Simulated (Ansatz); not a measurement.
## Run report: GaH$_{4}$F, molecular dynamics (part 1 of 3)

System: GaH$_{4}$F.
Method: RKS PBE-D4/def2-SVP (Ansatz 0.2.0).

It belongs to a series of runs on one base structure; here: dynamics from the highest image of the converged band. Figures and captions count atoms from 1; the log counts them from 0 in places.

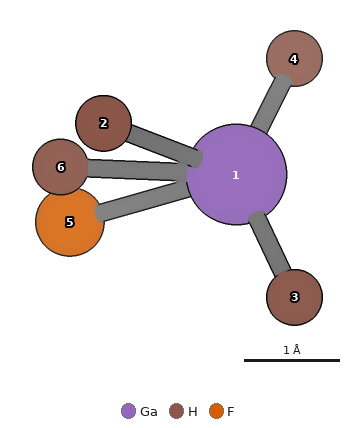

*The structure as given in the input (ball-and-stick view, seen at a tilt; atoms are numbered from 1 in the order of the input). Sticks mark near contacts.*

Bond lengths as drawn: F–Ga 2.03 Å and Ga–H 1.56 to 1.86 Å.

## Input file
```yaml
crystal:
  periodic: [false, false, false]
  atoms:
    - { symbol: Ga, position_ang: [0.009934, -0.149374, -0.07438] }
    - { symbol: H, position_ang: [0.018895, -0.002217, 1.704498] }
    - { symbol: H, position_ang: [1.437718, 0.160023, -0.633886] }
    - { symbol: H, position_ang: [-1.437542, 0.094553, -0.614966] }
    - { symbol: F, position_ang: [0.05859, -1.973145, 0.814962] }
    - { symbol: H, position_ang: [0.040805, -1.04174, 1.556072] }
basis:
  gaussian: { orbitals: def2-SVP }
hamiltonian:
  xc: pbe
  dispersion: d4
md:
  timestep: 0.5
  n_steps: 200
  ensemble: nve
  temperature: 100.0
  initial_velocities: maxwell_boltzmann
  seed: 4636
```

Run on 1 thread of Arm Neoverse V1, 24 GiB of memory available, shared host.

Run as:
```bash
ansatz run input.yaml --threads 1 --pin off --max-ram 2048MiB --backend cpu --events-out ev --progress --plain --runs-dir out
```

## The program's output
```
Engine: ansatz 0.2.0, aarch64-unknown-linux-gnu
Functional definition: PBE
  parameter kappa = 0.804
  parameter beta = 0.06672455060314922
  exchange = pbe_x(kappa = kappa, mu = beta*pi^2/3)
  correlation = pbe_c(beta = beta)
735 factors; their error is unknown
mean field evaluation 1: about -55136.9756 eV, gradient 4.2e1 eV
mean field evaluation 2: about -55127.1328 eV, gradient 9.1e1 eV
mean field evaluation 4: about -55139.4215 eV, gradient 4.0e0 eV
mean field evaluation 8: about -55139.4369 eV, gradient 4.1e-2 eV
mean field evaluation 16: about -55139.4036 eV, gradient 2.8e-5 eV
mean field -55139.40359362 eV, -2026.3357072352 hartree, gradient 2.8e-5 eV, S^2 0.000000; 0 other end points of the search recorded, 0 dependent functions left out
the calculation of the forces begins
reference -55139.40363039 eV, -2026.3357085868 hartree; 22, 22 occupied and 44, 44 virtual orbitals, 735 factors
md step     0: t =     0.00 fs  T =   100.0 K  F+E_penalty+E_count = -55139.47057899 eV  E_kin = 0.051704 eV  conserved = -55139.41887499 eV  (24 SCF iters)
these checks for a lower state are left out or cut short: starts, cluster_reference, orbital_swaps, neighbouring_geometries, increment
735 factors; their error is unknown
mean field -55139.40314989 eV, -2026.3356909288 hartree, gradient 9.5e-6 eV, S^2 0.000000; 0 other end points of the search recorded, 0 dependent functions left out
the calculation of the forces begins
reference -55139.40318664 eV, -2026.3356922792 hartree; 22, 22 occupied and 44, 44 virtual orbitals, 735 factors
md step     1: t =     0.50 fs  T =    99.0 K  F+E_penalty+E_count = -55139.47005312 eV  E_kin = 0.051186 eV  conserved = -55139.41886747 eV  (29 SCF iters)
[... from here on the SCF iterations and repeated set-up lines of each step are left out, up to the last step ...]
md step     2: t =     1.00 fs  T =    96.0 K  F+E_penalty+E_count = -55139.46847571 eV  E_kin = 0.049624 eV  conserved = -55139.41885179 eV  (29 SCF iters)
md step     3: t =     1.50 fs  T =    91.4 K  F+E_penalty+E_count = -55139.46608358 eV  E_kin = 0.047254 eV  conserved = -55139.41882976 eV  (29 SCF iters)
md step     4: t =     2.00 fs  T =    85.9 K  F+E_penalty+E_count = -55139.46321348 eV  E_kin = 0.044409 eV  conserved = -55139.41880436 eV  (29 SCF iters)
md step     5: t =     2.50 fs  T =    80.2 K  F+E_penalty+E_count = -55139.46026070 eV  E_kin = 0.041483 eV  conserved = -55139.41877797 eV  (29 SCF iters)
md step     6: t =     3.00 fs  T =    75.2 K  F+E_penalty+E_count = -55139.45763712 eV  E_kin = 0.038884 eV  conserved = -55139.41875354 eV  (29 SCF iters)
md step     7: t =     3.50 fs  T =    71.5 K  F+E_penalty+E_count = -55139.45572731 eV  E_kin = 0.036994 eV  conserved = -55139.41873339 eV  (29 SCF iters)
md step     8: t =     4.00 fs  T =    69.9 K  F+E_penalty+E_count = -55139.45484962 eV  E_kin = 0.036130 eV  conserved = -55139.41871914 eV  (29 SCF iters)
md step     9: t =     4.50 fs  T =    70.6 K  F+E_penalty+E_count = -55139.45522513 eV  E_kin = 0.036512 eV  conserved = -55139.41871312 eV  (29 SCF iters)
md step    10: t =     5.00 fs  T =    73.9 K  F+E_penalty+E_count = -55139.45695116 eV  E_kin = 0.038235 eV  conserved = -55139.41871615 eV  (29 SCF iters)
md step    11: t =     5.50 fs  T =    79.8 K  F+E_penalty+E_count = -55139.45998718 eV  E_kin = 0.041259 eV  conserved = -55139.41872852 eV  (29 SCF iters)
md step    12: t =     6.00 fs  T =    87.8 K  F+E_penalty+E_count = -55139.46415012 eV  E_kin = 0.045400 eV  conserved = -55139.41875000 eV  (29 SCF iters)
md step    13: t =     6.50 fs  T =    97.4 K  F+E_penalty+E_count = -55139.46912060 eV  E_kin = 0.050341 eV  conserved = -55139.41877968 eV  (29 SCF iters)
md step    14: t =     7.00 fs  T =   107.6 K  F+E_penalty+E_count = -55139.47446106 eV  E_kin = 0.055645 eV  conserved = -55139.41881579 eV  (29 SCF iters)
md step    15: t =     7.50 fs  T =   117.6 K  F+E_penalty+E_count = -55139.47964775 eV  E_kin = 0.060792 eV  conserved = -55139.41885555 eV  (27 SCF iters)
md step    16: t =     8.00 fs  T =   126.1 K  F+E_penalty+E_count = -55139.48411867 eV  E_kin = 0.065224 eV  conserved = -55139.41889497 eV  (24 SCF iters)
md step    17: t =     8.50 fs  T =   132.3 K  F+E_penalty+E_count = -55139.48734049 eV  E_kin = 0.068412 eV  conserved = -55139.41892841 eV  (28 SCF iters)
md step    18: t =     9.00 fs  T =   135.3 K  F+E_penalty+E_count = -55139.48889745 eV  E_kin = 0.069949 eV  conserved = -55139.41894887 eV  (27 SCF iters)
md step    19: t =     9.50 fs  T =   134.7 K  F+E_penalty+E_count = -55139.48859871 eV  E_kin = 0.069650 eV  conserved = -55139.41894846 eV  (27 SCF iters)
md step    20: t =    10.00 fs  T =   130.9 K  F+E_penalty+E_count = -55139.48659175 eV  E_kin = 0.067671 eV  conserved = -55139.41892098 eV  (27 SCF iters)
md step    21: t =    10.50 fs  T =   124.9 K  F+E_penalty+E_count = -55139.48344691 eV  E_kin = 0.064582 eV  conserved = -55139.41886495 eV  (27 SCF iters)
md step    22: t =    11.00 fs  T =   118.7 K  F+E_penalty+E_count = -55139.48016147 eV  E_kin = 0.061374 eV  conserved = -55139.41878777 eV  (29 SCF iters)
md step    23: t =    11.50 fs  T =   114.7 K  F+E_penalty+E_count = -55139.47802594 eV  E_kin = 0.059318 eV  conserved = -55139.41870787 eV  (29 SCF iters)
md step    24: t =    12.00 fs  T =   115.4 K  F+E_penalty+E_count = -55139.47832993 eV  E_kin = 0.059679 eV  conserved = -55139.41865113 eV  (29 SCF iters)
md step    25: t =    12.50 fs  T =   122.5 K  F+E_penalty+E_count = -55139.48196592 eV  E_kin = 0.063325 eV  conserved = -55139.41864128 eV  (29 SCF iters)
md step    26: t =    13.00 fs  T =   136.1 K  F+E_penalty+E_count = -55139.48907711 eV  E_kin = 0.070389 eV  conserved = -55139.41868806 eV  (29 SCF iters)
md step    27: t =    13.50 fs  T =   155.0 K  F+E_penalty+E_count = -55139.49892243 eV  E_kin = 0.080142 eV  conserved = -55139.41878040 eV  (29 SCF iters)
md step    28: t =    14.00 fs  T =   176.3 K  F+E_penalty+E_count = -55139.51005194 eV  E_kin = 0.091161 eV  conserved = -55139.41889074 eV  (29 SCF iters)
md step    29: t =    14.50 fs  T =   196.8 K  F+E_penalty+E_count = -55139.52073252 eV  E_kin = 0.101746 eV  conserved = -55139.41898664 eV  (29 SCF iters)
md step    30: t =    15.00 fs  T =   213.5 K  F+E_penalty+E_count = -55139.52944736 eV  E_kin = 0.110404 eV  conserved = -55139.41904357 eV  (29 SCF iters)
md step    31: t =    15.50 fs  T =   224.8 K  F+E_penalty+E_count = -55139.53528086 eV  E_kin = 0.116229 eV  conserved = -55139.41905141 eV  (29 SCF iters)
md step    32: t =    16.00 fs  T =   230.3 K  F+E_penalty+E_count = -55139.53808521 eV  E_kin = 0.119071 eV  conserved = -55139.41901399 eV  (28 SCF iters)
md step    33: t =    16.50 fs  T =   231.1 K  F+E_penalty+E_count = -55139.53842903 eV  E_kin = 0.119485 eV  conserved = -55139.41894446 eV  (24 SCF iters)
md step    34: t =    17.00 fs  T =   229.3 K  F+E_penalty+E_count = -55139.53739433 eV  E_kin = 0.118534 eV  conserved = -55139.41886048 eV  (29 SCF iters)
md step    35: t =    17.50 fs  T =   227.3 K  F+E_penalty+E_count = -55139.53629918 eV  E_kin = 0.117519 eV  conserved = -55139.41878017 eV  (29 SCF iters)
md step    36: t =    18.00 fs  T =   227.6 K  F+E_penalty+E_count = -55139.53640715 eV  E_kin = 0.117687 eV  conserved = -55139.41872033 eV  (29 SCF iters)
md step    37: t =    18.50 fs  T =   232.0 K  F+E_penalty+E_count = -55139.53865832 eV  E_kin = 0.119963 eV  conserved = -55139.41869531 eV  (28 SCF iters)
md step    38: t =    19.00 fs  T =   241.2 K  F+E_penalty+E_count = -55139.54344353 eV  E_kin = 0.124728 eV  conserved = -55139.41871572 eV  (27 SCF iters)
md step    39: t =    19.50 fs  T =   254.6 K  F+E_penalty+E_count = -55139.55044650 eV  E_kin = 0.131661 eV  conserved = -55139.41878584 eV  (28 SCF iters)
md step    40: t =    20.00 fs  T =   270.2 K  F+E_penalty+E_count = -55139.55859800 eV  E_kin = 0.139699 eV  conserved = -55139.41889865 eV  (27 SCF iters)
md step    41: t =    20.50 fs  T =   284.7 K  F+E_penalty+E_count = -55139.56621543 eV  E_kin = 0.147185 eV  conserved = -55139.41902997 eV  (27 SCF iters)
md step    42: t =    21.00 fs  T =   294.5 K  F+E_penalty+E_count = -55139.57141050 eV  E_kin = 0.152275 eV  conserved = -55139.41913597 eV  (27 SCF iters)
md step    43: t =    21.50 fs  T =   297.1 K  F+E_penalty+E_count = -55139.57278668 eV  E_kin = 0.153629 eV  conserved = -55139.41915814 eV  (26 SCF iters)
md step    44: t =    22.00 fs  T =   292.5 K  F+E_penalty+E_count = -55139.57028526 eV  E_kin = 0.151228 eV  conserved = -55139.41905714 eV  (26 SCF iters)
md step    45: t =    22.50 fs  T =   284.1 K  F+E_penalty+E_count = -55139.56572465 eV  E_kin = 0.146876 eV  conserved = -55139.41884837 eV  (26 SCF iters)
md step    46: t =    23.00 fs  T =   278.2 K  F+E_penalty+E_count = -55139.56246254 eV  E_kin = 0.143833 eV  conserved = -55139.41862941 eV  (27 SCF iters)
md step    47: t =    23.50 fs  T =   281.2 K  F+E_penalty+E_count = -55139.56390090 eV  E_kin = 0.145368 eV  conserved = -55139.41853249 eV  (28 SCF iters)
md step    48: t =    24.00 fs  T =   295.7 K  F+E_penalty+E_count = -55139.57150483 eV  E_kin = 0.152871 eV  conserved = -55139.41863421 eV  (25 SCF iters)
md step    49: t =    24.50 fs  T =   318.7 K  F+E_penalty+E_count = -55139.58369294 eV  E_kin = 0.164805 eV  conserved = -55139.41888820 eV  (27 SCF iters)
md step    50: t =    25.00 fs  T =   343.1 K  F+E_penalty+E_count = -55139.59653968 eV  E_kin = 0.177381 eV  conserved = -55139.41915819 eV  (26 SCF iters)
md step    51: t =    25.50 fs  T =   360.7 K  F+E_penalty+E_count = -55139.60581527 eV  E_kin = 0.186499 eV  conserved = -55139.41931597 eV  (24 SCF iters)
md step    52: t =    26.00 fs  T =   366.8 K  F+E_penalty+E_count = -55139.60894973 eV  E_kin = 0.189638 eV  conserved = -55139.41931195 eV  (27 SCF iters)
md step    53: t =    26.50 fs  T =   361.1 K  F+E_penalty+E_count = -55139.60586049 eV  E_kin = 0.186686 eV  conserved = -55139.41917468 eV  (27 SCF iters)
md step    54: t =    27.00 fs  T =   347.4 K  F+E_penalty+E_count = -55139.59857749 eV  E_kin = 0.179605 eV  conserved = -55139.41897214 eV  (27 SCF iters)
md step    55: t =    27.50 fs  T =   331.6 K  F+E_penalty+E_count = -55139.59021586 eV  E_kin = 0.171442 eV  conserved = -55139.41877421 eV  (27 SCF iters)
md step    56: t =    28.00 fs  T =   319.6 K  F+E_penalty+E_count = -55139.58386727 eV  E_kin = 0.165232 eV  conserved = -55139.41863544 eV  (25 SCF iters)
md step    57: t =    28.50 fs  T =   315.5 K  F+E_penalty+E_count = -55139.58171305 eV  E_kin = 0.163124 eV  conserved = -55139.41858928 eV  (23 SCF iters)
md step    58: t =    29.00 fs  T =   320.7 K  F+E_penalty+E_count = -55139.58445999 eV  E_kin = 0.165807 eV  conserved = -55139.41865256 eV  (25 SCF iters)
md step    59: t =    29.50 fs  T =   333.2 K  F+E_penalty+E_count = -55139.59110426 eV  E_kin = 0.172288 eV  conserved = -55139.41881610 eV  (24 SCF iters)
md step    60: t =    30.00 fs  T =   348.3 K  F+E_penalty+E_count = -55139.59910514 eV  E_kin = 0.180066 eV  conserved = -55139.41903938 eV  (24 SCF iters)
md step    61: t =    30.50 fs  T =   359.4 K  F+E_penalty+E_count = -55139.60507322 eV  E_kin = 0.185829 eV  conserved = -55139.41924407 eV  (23 SCF iters)
md step    62: t =    31.00 fs  T =   361.1 K  F+E_penalty+E_count = -55139.60603461 eV  E_kin = 0.186709 eV  conserved = -55139.41932553 eV  (23 SCF iters)
md step    63: t =    31.50 fs  T =   351.7 K  F+E_penalty+E_count = -55139.60102388 eV  E_kin = 0.181820 eV  conserved = -55139.41920338 eV  (23 SCF iters)
md step    64: t =    32.00 fs  T =   335.2 K  F+E_penalty+E_count = -55139.59220650 eV  E_kin = 0.173306 eV  conserved = -55139.41890044 eV  (23 SCF iters)
md step    65: t =    32.50 fs  T =   320.7 K  F+E_penalty+E_count = -55139.58439009 eV  E_kin = 0.165808 eV  conserved = -55139.41858196 eV  (22 SCF iters)
md step    66: t =    33.00 fs  T =   317.2 K  F+E_penalty+E_count = -55139.58246509 eV  E_kin = 0.163997 eV  conserved = -55139.41846833 eV  (23 SCF iters)
md step    67: t =    33.50 fs  T =   327.8 K  F+E_penalty+E_count = -55139.58813924 eV  E_kin = 0.169484 eV  conserved = -55139.41865494 eV  (23 SCF iters)
md step    68: t =    34.00 fs  T =   347.2 K  F+E_penalty+E_count = -55139.59855976 eV  E_kin = 0.179540 eV  conserved = -55139.41901987 eV  (23 SCF iters)
md step    69: t =    34.50 fs  T =   365.1 K  F+E_penalty+E_count = -55139.60810505 eV  E_kin = 0.188772 eV  conserved = -55139.41933261 eV  (24 SCF iters)
md step    70: t =    35.00 fs  T =   372.1 K  F+E_penalty+E_count = -55139.61182850 eV  E_kin = 0.192395 eV  conserved = -55139.41943342 eV  (23 SCF iters)
md step    71: t =    35.50 fs  T =   364.8 K  F+E_penalty+E_count = -55139.60794832 eV  E_kin = 0.188638 eV  conserved = -55139.41931080 eV  (24 SCF iters)
md step    72: t =    36.00 fs  T =   346.4 K  F+E_penalty+E_count = -55139.59815398 eV  E_kin = 0.179098 eV  conserved = -55139.41905587 eV  (24 SCF iters)
md step    73: t =    36.50 fs  T =   324.0 K  F+E_penalty+E_count = -55139.58628984 eV  E_kin = 0.167506 eV  conserved = -55139.41878405 eV  (25 SCF iters)
md step    74: t =    37.00 fs  T =   305.6 K  F+E_penalty+E_count = -55139.57656852 eV  E_kin = 0.157982 eV  conserved = -55139.41858609 eV  (25 SCF iters)
md step    75: t =    37.50 fs  T =   297.0 K  F+E_penalty+E_count = -55139.57209836 eV  E_kin = 0.153583 eV  conserved = -55139.41851564 eV  (24 SCF iters)
md step    76: t =    38.00 fs  T =   300.6 K  F+E_penalty+E_count = -55139.57398858 eV  E_kin = 0.155398 eV  conserved = -55139.41859079 eV  (25 SCF iters)
md step    77: t =    38.50 fs  T =   313.8 K  F+E_penalty+E_count = -55139.58104701 eV  E_kin = 0.162252 eV  conserved = -55139.41879545 eV  (24 SCF iters)
md step    78: t =    39.00 fs  T =   330.7 K  F+E_penalty+E_count = -55139.59007619 eV  E_kin = 0.171004 eV  conserved = -55139.41907251 eV  (24 SCF iters)
md step    79: t =    39.50 fs  T =   343.4 K  F+E_penalty+E_count = -55139.59684509 eV  E_kin = 0.177530 eV  conserved = -55139.41931497 eV  (24 SCF iters)
md step    80: t =    40.00 fs  T =   345.0 K  F+E_penalty+E_count = -55139.59776899 eV  E_kin = 0.178373 eV  conserved = -55139.41939611 eV  (23 SCF iters)
md step    81: t =    40.50 fs  T =   333.9 K  F+E_penalty+E_count = -55139.59187871 eV  E_kin = 0.172652 eV  conserved = -55139.41922664 eV  (23 SCF iters)
md step    82: t =    41.00 fs  T =   315.6 K  F+E_penalty+E_count = -55139.58204541 eV  E_kin = 0.163187 eV  conserved = -55139.41885798 eV  (22 SCF iters)
md step    83: t =    41.50 fs  T =   300.8 K  F+E_penalty+E_count = -55139.57404043 eV  E_kin = 0.155529 eV  conserved = -55139.41851142 eV  (25 SCF iters)
md step    84: t =    42.00 fs  T =   299.2 K  F+E_penalty+E_count = -55139.57314433 eV  E_kin = 0.154702 eV  conserved = -55139.41844219 eV  (24 SCF iters)
md step    85: t =    42.50 fs  T =   312.7 K  F+E_penalty+E_count = -55139.58039008 eV  E_kin = 0.161675 eV  conserved = -55139.41871463 eV  (24 SCF iters)
md step    86: t =    43.00 fs  T =   333.6 K  F+E_penalty+E_count = -55139.59163563 eV  E_kin = 0.172498 eV  conserved = -55139.41913746 eV  (25 SCF iters)
md step    87: t =    43.50 fs  T =   349.9 K  F+E_penalty+E_count = -55139.60036891 eV  E_kin = 0.180930 eV  conserved = -55139.41943913 eV  (24 SCF iters)
md step    88: t =    44.00 fs  T =   352.6 K  F+E_penalty+E_count = -55139.60177475 eV  E_kin = 0.182299 eV  conserved = -55139.41947598 eV  (24 SCF iters)
md step    89: t =    44.50 fs  T =   339.9 K  F+E_penalty+E_count = -55139.59503206 eV  E_kin = 0.175753 eV  conserved = -55139.41927897 eV  (24 SCF iters)
md step    90: t =    45.00 fs  T =   317.2 K  F+E_penalty+E_count = -55139.58299070 eV  E_kin = 0.164016 eV  conserved = -55139.41897453 eV  (25 SCF iters)
md step    91: t =    45.50 fs  T =   293.2 K  F+E_penalty+E_count = -55139.57029835 eV  E_kin = 0.151605 eV  conserved = -55139.41869313 eV  (25 SCF iters)
```
